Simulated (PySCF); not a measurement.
**CrS₂: structure of the singlet**

Aim: relax CrS₂ as a singlet from a bent start, check by its vibrations whether the end is a minimum, and collect its spectrum and constants.

Program: PySCF 2.14.0. Level of theory: PBE0, basis Cr def2-SVP, S def2-SVP, no relativity, density fitting. These are calculated values, not measurements.

**1. Where the work starts**

3 atoms, charge 0, spin multiplicity 1.

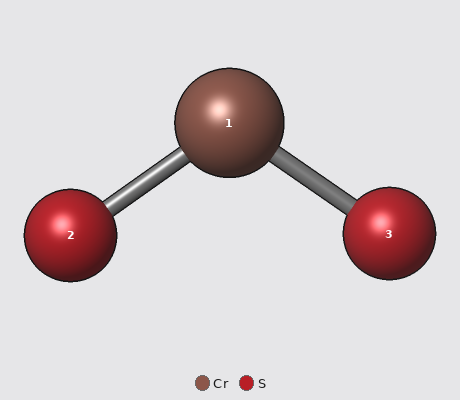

Start geometry, drawn with chromium brown, sulfur red; atoms are numbered from 1 in the order of the file.

Coordinates in bohr (charge 0 multiplicity 1):
```
Cr    0.0000    0.0000    0.0000
S     3.1734    0.0000    2.2219
S    -3.1734    0.0000    2.2219
```

**2. First SCF at the start**

One driver script runs all steps and calls PySCF; scf.py shows how it sets up the SCF of each step. The optimiser is the driver's own. After this first run the driver tries any further starts and a stability analysis.

Input file scf.py:

```python
from pyscf import gto, scf, dft
mol = gto.M(atom='''
Cr     0.000000     0.000000     0.000000
S      1.679300     0.000000     1.175800
S     -1.679300     0.000000     1.175800''',
    basis={'Cr': 'def2-SVP', 'S': 'def2-SVP'},
    charge=0, spin=0)
mf = dft.RKS(mol, xc='PBE0')
mf.grids.atom_grid = (50, 194)
aux = {'Cr': 'def2-universal-JKFIT', 'S': 'def2-universal-JKFIT'}
mf = mf.density_fit(auxbasis=aux)
mf.conv_tol = 1e-08
mf.diis_space = 10
mf.max_cycle = 60
mf.init_guess = 'minao'
mf.verbose = 4
mf.kernel()
```

Started as:

```console
$ OMP_NUM_THREADS=2 python axn.py task.json out
```

What it wrote, cut to the lines that bear on the results:

```text
[... the frontier levels of the middle cycles are left out ...]
init E= -1839.8632562714
  HOMO = -0.322359714817104  LUMO = -0.303204228126727  gap/eV = 0.52125
cycle= 1 E= -1838.1376623617  delta_E= 1.73  |g|= 3.18  |ddm|=  3.2
  HOMO = 0.0442221906011513  LUMO = 0.32081807653439  gap/eV = 7.52656
cycle= 2 E= -1831.36556367766  delta_E= 6.77  |g|= 4.74  |ddm|= 10.7
  HOMO = -0.300200909549482  LUMO = -0.251843734394981  gap/eV = 1.31587
cycle= 3 E= -1837.67737216643  delta_E= -6.31  |g|= 3.46  |ddm|= 10.7
cycle= 4 E= -1834.71121781546  delta_E= 2.97  |g|= 4.86  |ddm|=  2.2
cycle= 5 E= -1832.45058803519  delta_E= 2.26  |g|= 5.34  |ddm|= 2.44
cycle= 6 E= -1831.73651523951  delta_E= 0.714  |g|= 5.48  |ddm|= 0.272
cycle= 7 E= -1833.56361777606  delta_E= -1.83  |g|=  5.2  |ddm|= 2.49
cycle= 8 E= -1833.86622259568  delta_E= -0.303  |g|= 5.11  |ddm|= 0.156
cycle= 9 E= -1834.39560412496  delta_E= -0.529  |g|= 4.93  |ddm|= 0.228
cycle= 10 E= -1834.76555313725  delta_E= -0.37  |g|= 4.83  |ddm|= 0.896
cycle= 11 E= -1839.36987593628  delta_E= -4.6  |g|= 1.69  |ddm|= 2.56
cycle= 12 E= -1839.86940434912  delta_E= -0.5  |g|= 0.41  |ddm|= 1.16
cycle= 13 E= -1839.90806001489  delta_E= -0.0387  |g|= 0.0661  |ddm|= 0.298
cycle= 14 E= -1839.9081431007  delta_E= -8.31e-05  |g|= 0.0656  |ddm|= 0.0921
cycle= 15 E= -1839.90907447315  delta_E= -0.000931  |g|= 0.013  |ddm|= 0.0489
cycle= 16 E= -1839.90910283123  delta_E= -2.84e-05  |g|= 0.00663  |ddm|= 0.00627
cycle= 17 E= -1839.90911393637  delta_E= -1.11e-05  |g|= 0.000515  |ddm|= 0.00723
cycle= 18 E= -1839.90911418829  delta_E= -2.52e-07  |g|= 0.000269  |ddm|= 0.00199
cycle= 19 E= -1839.90911426623  delta_E= -7.79e-08  |g|= 0.000229  |ddm|= 0.00111
cycle= 20 E= -1839.90911433079  delta_E= -6.46e-08  |g|= 0.000111  |ddm|= 0.00104
cycle= 21 E= -1839.90911437  delta_E= -3.92e-08  |g|= 2.7e-05  |ddm|= 0.00138
cycle= 22 E= -1839.909114373  delta_E= -3e-09  |g|= 1.36e-05  |ddm|= 0.000507
  HOMO = -0.250015117236114  LUMO = -0.132033549974238  gap/eV = 3.21044
Extra cycle  E= -1839.90911437108  delta_E= 1.92e-09  |g|= 9.64e-05  |ddm|= 6.65e-05
converged SCF energy = -1839.90911437108
```

This step, with its further starts and checks, ran for 11 s (2 threads of Intel Xeon Platinum 8375C at 2.90GHz (Ice Lake), shared host).

The starts that the driver tried:

```tsv
start	energy (Eh)
the minimal-basis guess	-1839.909114
a thermally smeared density	-1839.909114
a smeared PBE density	-1839.909114
```

No lower closed-shell solution turned up from the other starts or in the test of internal stability.

**3. Relaxation: bent start, singlet**

The program finds C2v symmetry in the start, which this walk keeps.

Edit scf.py of step 2 so:

```diff
@@ -3,3 +3,3 @@
-Cr     0.000000     0.000000     0.000000
-S      1.679300     0.000000     1.175800
-S     -1.679300     0.000000     1.175800''',
+Cr     0.000000     0.000000    -0.648796
+S      1.679300     0.000000     0.527004
+S     -1.679300     0.000000     0.527004''',
@@ -15 +14,0 @@
-mf.init_guess = 'minao'
```

Steps of the walk:

```tsv
step	energy (Eh)	change (kJ/mol)	largest symmetric gradient (Eh/bohr)
0	-1839.909114	0.00	0.05173
1	-1839.916221	-18.66	0.00491
2	-1839.916339	-18.97	0.00189
3	-1839.916358	-19.02	0.00087
4	-1839.916363	-19.03	0.00002
```

The walk took 10 s.

Geometry (Å) and forces (eV/Å) at some steps:

```
step 0
Cr   0.000   0.000  -0.649   0.000   0.000   2.660
S    1.679   0.000   0.527  -1.649   0.000  -1.330
S   -1.679   0.000   0.527   1.649   0.000  -1.330
step 1
Cr   0.000   0.000  -0.590   0.000   0.000   0.222
S    1.649   0.000   0.497  -0.253   0.000  -0.111
S   -1.649   0.000   0.497   0.253   0.000  -0.111
step 2
Cr   0.000   0.000  -0.590   0.000   0.000  -0.097
S    1.637   0.000   0.497  -0.002   0.000   0.049
S   -1.637   0.000   0.497   0.002   0.000   0.049
step 3
Cr   0.000   0.000  -0.594   0.000   0.000  -0.045
S    1.632   0.000   0.500   0.000   0.000   0.022
S   -1.632   0.000   0.500   0.001   0.000   0.022
step 4
Cr   0.000   0.000  -0.599   0.000   0.000   0.001
S    1.628   0.000   0.502   0.000   0.000  -0.001
S   -1.628   0.000   0.502   0.000   0.000  -0.001
```

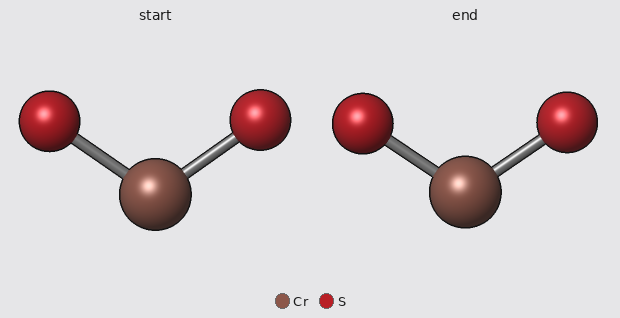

Start and end of the relaxation.

After 4 steps and 19.0 kJ/mol it ends at C2v: Cr–S 1.965 Å (×2); S–Cr–S 111.9°.

**4. Hessian and properties**

The point is checked on the finer grid, and tightened if its gradient asks for it. The Hessian and the dipole derivatives come from central differences of analytic gradients, with steps of 0.02 bohr.

Edit scf.py of step 3 so:

```diff
@@ -3,3 +3,3 @@
-Cr     0.000000     0.000000    -0.648796
-S      1.679300     0.000000     0.527004
-S     -1.679300     0.000000     0.527004''',
+Cr     0.000000     0.000000    -0.607397
+S      1.627822     0.000000     0.493310
+S     -1.627822     0.000000     0.493310''',
@@ -9 +9 @@
-mf.grids.atom_grid = (50, 194)
+mf.grids.atom_grid = (75, 302)
@@ -12 +12 @@
-mf.conv_tol = 1e-08
+mf.conv_tol = 1e-10
```

This SCF starts from the last density.

SCF at the final geometry:

```text
init E= -1839.91639414849
  HOMO = -0.242523730512302  LUMO = -0.125367888648009  gap/eV = 3.18797
cycle= 1 E= -1839.91639414789  delta_E= 6.04e-10  |g|= 5.46e-05  |ddm|= 3.88e-05
  HOMO = -0.242541902804486  LUMO = -0.125382266268002  gap/eV = 3.18808
cycle= 2 E= -1839.91639411999  delta_E= 2.79e-08  |g|= 0.000366  |ddm|= 0.000243
  HOMO = -0.242526096307076  LUMO = -0.125369787372049  gap/eV = 3.18799
cycle= 3 E= -1839.91639414854  delta_E= -2.85e-08  |g|= 1.5e-06  |ddm|= 0.000212
  HOMO = -0.242526136092389  LUMO = -0.125369819658713  gap/eV = 3.18799
cycle= 4 E= -1839.91639414853  delta_E= 5.46e-12  |g|= 1.48e-06  |ddm|= 4.91e-06
  HOMO = -0.2425262867164  LUMO = -0.125369948960202  gap/eV = 3.18799
Extra cycle  E= -1839.91639414853  delta_E= 5.91e-12  |g|= 4.09e-06  |ddm|= 8.26e-06
converged SCF energy = -1839.91639414853
```

The whole step took 27 s.

Geometry: C2v; Cr–S 1.965 Å (×2); S–Cr–S 111.9°.

Harmonic modes (main isotopes):

```json
{"symmetry": "a1", "ω (cm⁻¹)": "186", "IR (km/mol)": "0.0"}
{"symmetry": "a1", "ω (cm⁻¹)": "608", "IR (km/mol)": "8.9"}
{"symmetry": "b2", "ω (cm⁻¹)": "649", "IR (km/mol)": "126"}
```

No imaginary mode, so this is a minimum.

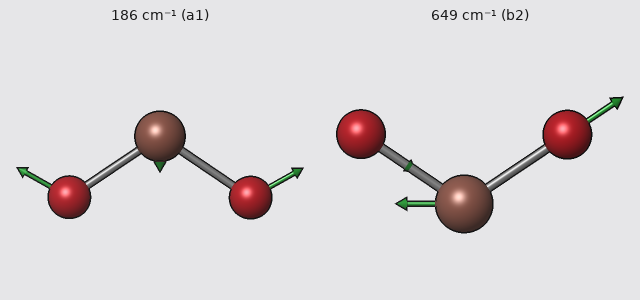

How the atoms move in 2 of the modes.

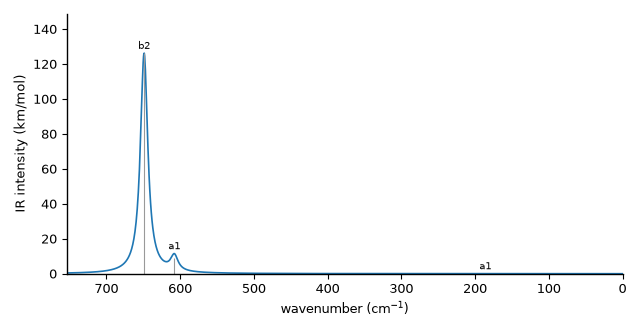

The harmonic infrared spectrum (widths in cm⁻¹). Lines are broadened to a width of 12 cm⁻¹ (Lorentzian).

Properties at this point:

```
Dipole moment                                                   : 4.15 D
Highest occupied level                                          : -6.60 eV
Lowest empty level                                              : -3.41 eV
Rotational constants                                            : 0.4855, 0.09949, 0.08257 cm⁻¹
Zero-point energy                                               : 8.6 kJ/mol
Principal polarisabilities                                      : 35.5, 41.5, 94.4 bohr³
Atomisation energy without zero-point energy                    : 422 kJ/mol
Principal traceless quadrupole moments about the centre of mass : -6.41, -0.92, 7.33 D Å
Entropy at 298.15 K and 1 bar                                   : 282.0 J/(mol K)
Heat capacity Cp at 298.15 K                                    : 49.2 J/(mol K)
Enthalpy at 298.15 K above 0 K                                  : 12.21 kJ/mol
Rotational symmetry number                                      : 2
```

Populations by atom (charges in e):

| atom | Mulliken | Löwdin | polar tensor | Mayer order to Cr1 |
| --- | --- | --- | --- | --- |
| Cr1 | 0.31 | -0.24 | 1.02 | – |
| S2,3 | -0.16 | 0.12 | -0.51 | 2.32 |

Outer orbital energies (eV). occupied: -18.29, -9.35, -9.24, -8.79, -8.19, -7.88, -7.02, -6.60; empty: -3.41, -2.74, -2.62, -2.25.

Mulliken populations on Cr1: s 6.40, p 12.47, d 4.81, f 0.00.

**5. The broken-symmetry singlet**

A stability analysis found the closed shell of the lowest minimum unstable towards spin polarisation, so the unrestricted solution is followed.

The program finds C2v symmetry in the start, which may break. Threshold on the gradient: 0.0003 Eh/bohr, with a further test on the energy change.

Edit scf.py of step 4 so:

```diff
@@ -3,3 +3,3 @@
-Cr     0.000000     0.000000    -0.607397
-S      1.627822     0.000000     0.493310
-S     -1.627822     0.000000     0.493310''',
+Cr     0.000000     0.000000    -0.607361
+S      1.627822     0.000000     0.493347
+S     -1.627822     0.000000     0.493347''',
@@ -8,2 +8,2 @@
-mf = dft.RKS(mol, xc='PBE0')
-mf.grids.atom_grid = (75, 302)
+mf = dft.UKS(mol, xc='PBE0')
+mf.grids.atom_grid = (50, 194)
@@ -12 +12 @@
-mf.conv_tol = 1e-10
+mf.conv_tol = 1e-08
```

Steps of the walk:

```tsv
step	energy (Eh)	change (kJ/mol)	largest gradient (Eh/bohr)
0	-1839.942164	0.00	0.00745
1	-1839.942679	-1.35	0.00328
2	-1839.942975	-2.13	0.00116
3	-1839.942981	-2.14	0.00025
4	-1839.942981	-2.14	0.00002
```

The walk took 16 s.

Geometry (Å) and forces (eV/Å) at some steps:

```
step 0
Cr   0.000   0.000  -0.607   0.000   0.001  -0.018
S    1.628   0.000   0.493   0.383   0.000   0.009
S   -1.628   0.000   0.493  -0.383   0.000   0.009
step 1
Cr   0.000   0.000  -0.592   0.000   0.001   0.091
S    1.652   0.000   0.486   0.169   0.000  -0.045
S   -1.652   0.000   0.486  -0.169   0.000  -0.045
step 2
Cr   0.000   0.000  -0.566   0.000   0.001   0.059
S    1.685   0.000   0.472  -0.015   0.000  -0.030
S   -1.685   0.000   0.472   0.015   0.000  -0.030
step 3
Cr   0.000   0.000  -0.561  -0.001   0.001   0.013
S    1.688   0.000   0.470  -0.005   0.000  -0.006
S   -1.688   0.000   0.470   0.006   0.000  -0.007
step 4
Cr   0.000   0.000  -0.561   0.001   0.001   0.000
S    1.689   0.000   0.470  -0.001   0.000  -0.001
S   -1.689   0.000   0.470   0.000   0.000   0.000
```

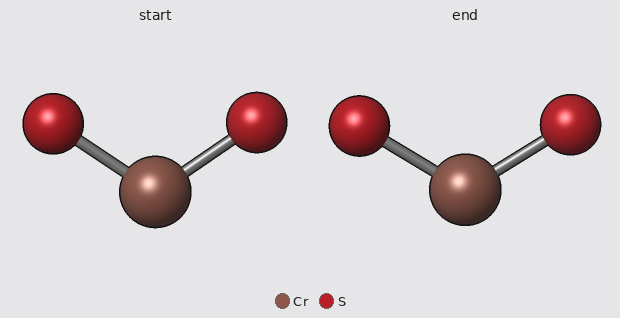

The geometry along the walk, at one scale.

End point (C2v, 4 steps, 2.1 kJ/mol gained): Cr–S 1.979 Å (×2); S–Cr–S 117.2°.

**6. Frequencies**

As before: finer grid, then central differences.

Edit scf.py of step 5 so:

```diff
@@ -3,3 +3,3 @@
-Cr     0.000000     0.000000    -0.607361
-S      1.627822     0.000000     0.493347
-S     -1.627822     0.000000     0.493347''',
+Cr    -0.000000    -0.000000    -0.568817
+S      1.688752     0.000000     0.462038
+S     -1.688752    -0.000000     0.462039''',
@@ -9 +9 @@
-mf.grids.atom_grid = (50, 194)
+mf.grids.atom_grid = (75, 302)
@@ -12 +12 @@
-mf.conv_tol = 1e-08
+mf.conv_tol = 1e-10
```

SCF at the final geometry:

```text
init E= -1839.94300534164
[... the frontier-level lines of each cycle are left out ...]
cycle= 1 E= -1839.94300534167  delta_E= -2.5e-11  |g|= 5.07e-06  |ddm|= 1.03e-05
Extra cycle  E= -1839.9430053413  delta_E= 3.63e-10  |g|= 2.93e-05  |ddm|= 2.26e-05
converged SCF energy = -1839.9430053413  <S^2> = 0.99762168  2S+1 = 2.2339397
```

The whole step ran for 60 s (2 threads of Intel Xeon Platinum 8375C at 2.90GHz (Ice Lake), shared host).

Geometry: C2v; Cr–S 1.979 Å (×2); S–Cr–S 117.2°.

Modes, for the most abundant isotopes:

```json
{"ω (cm⁻¹)": "167", "IR (km/mol)": "0.4", "μ (u)": "35.50", "type": "bend"}
{"ω (cm⁻¹)": "588", "IR (km/mol)": "9.6", "μ (u)": "36.03", "type": "stretch"}
{"ω (cm⁻¹)": "644", "IR (km/mol)": "138", "μ (u)": "39.07", "type": "stretch"}
```

No imaginary mode, so this is a minimum.

The SCF density has lower symmetry than the nuclear frame, so the modes carry no labels.

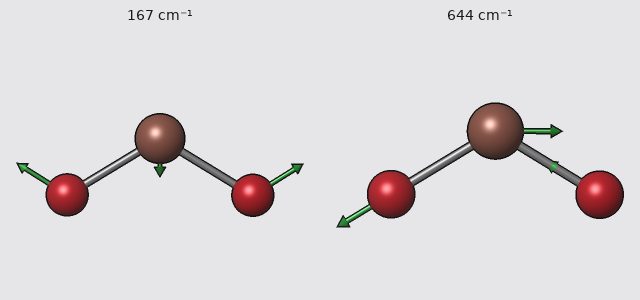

Displacements of 2 of the modes, as arrows (one member where a mode is degenerate).

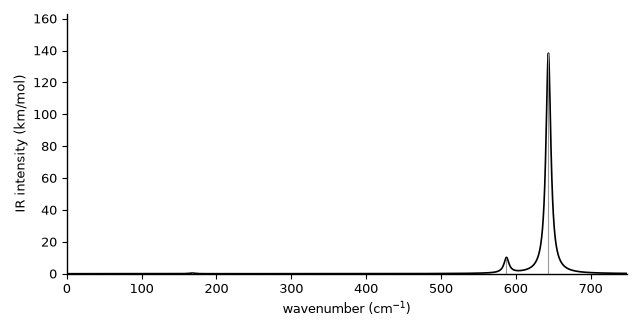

The harmonic infrared spectrum (widths in cm⁻¹). Lines are broadened to a width of 8 cm⁻¹ (Lorentzian).

Constants and moments:

- Dipole moment: 3.93 D
- Highest occupied level: -7.06 eV
- Lowest empty level: -3.52 eV
- Rotational constants: 0.5535, 0.09244, 0.07921 cm⁻¹
- Zero-point energy: 8.4 kJ/mol
- Principal polarisabilities: 36.2, 38.2, 99.0 bohr³
- Atomisation energy without zero-point energy: 492 kJ/mol
- Principal traceless quadrupole moments about the centre of mass: -7.21, 0.62, 6.59 D Å
- Entropy at 298.15 K and 1 bar: 282.9 J/(mol K)
- Heat capacity Cp at 298.15 K: 49.5 J/(mol K)
- Enthalpy at 298.15 K above 0 K: 12.33 kJ/mol
- Rotational symmetry number: 2
- Spin squared ⟨S²⟩: 0.998

Populations by atom (charges in e):

| atom | Mulliken | Löwdin | polar tensor | spin (Mulliken) | Mayer order to Cr1 |
| --- | --- | --- | --- | --- | --- |
| Cr1 | 0.36 | -0.19 | 1.11 | 0.00 | – |
| S2,3 | -0.18 | 0.09 | -0.55 | 0.00 | 2.27 |

Outer orbital energies (eV). α occupied: -18.32, -9.52, -9.19, -8.90, -8.42, -8.13, -7.13, -7.06; empty: -3.52, -2.88, -2.40, -2.12. β occupied: -18.32, -9.52, -9.19, -8.90, -8.42, -8.13, -7.12, -7.07; empty: -3.52, -2.89, -2.40, -2.12.

Mulliken populations on Cr1: s 6.35, p 12.53, d 4.76, f 0.00.

**7. All stationary points**

| spin | group | bonds | imaginary modes (cm⁻¹) | ΔE (kJ/mol) | with zero-point energy |
| --- | --- | --- | --- | --- | --- |
| broken-symmetry (Ms = 0) | C2v (density of lower symmetry) | Cr–S 1.979 Å (×2) | none | 0.0 | 0.0 |
| singlet | C2v | Cr–S 1.965 Å (×2) | none | 69.9 | 70.1 |

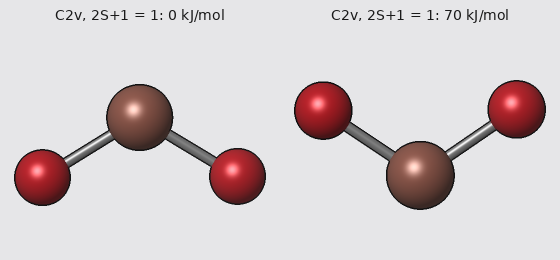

The points, lowest first (chromium brown, sulfur red).

**8. Summary of results**

| quantity | value |
| --- | --- |
| minimum | broken-symmetry (Ms = 0), C2v |
| geometry | Cr–S 1.979 Å (×2); S–Cr–S 117.2° |
| wavenumbers (cm⁻¹) | 167, 588, 644 |
| dipole moment | 3.93 D |
| highest occupied, lowest empty level (either spin) | -7.06, -3.52 eV |
| polar-tensor charge of Cr1 | +1.11 e |
| zero-point energy | 8.4 kJ/mol |
| entropy at 298.15 K | 282.9 J/(mol K) |
| atomisation energy (no zero-point energy) | 492 kJ/mol |
| ⟨S²⟩ | 0.998 |

The molecule stays C2v, as typed, and the end point is a minimum. The determinant is spin-contaminated (⟨S²⟩ = 1.00 against 0.00), so it is no pure spin state. In the infrared the band at 644 cm⁻¹ (stretch) leads. Only this shape and spin were tried, so other structures or states may lie lower. The SCF density has lower symmetry than the nuclear frame.

The search up to here took 2.2 min.
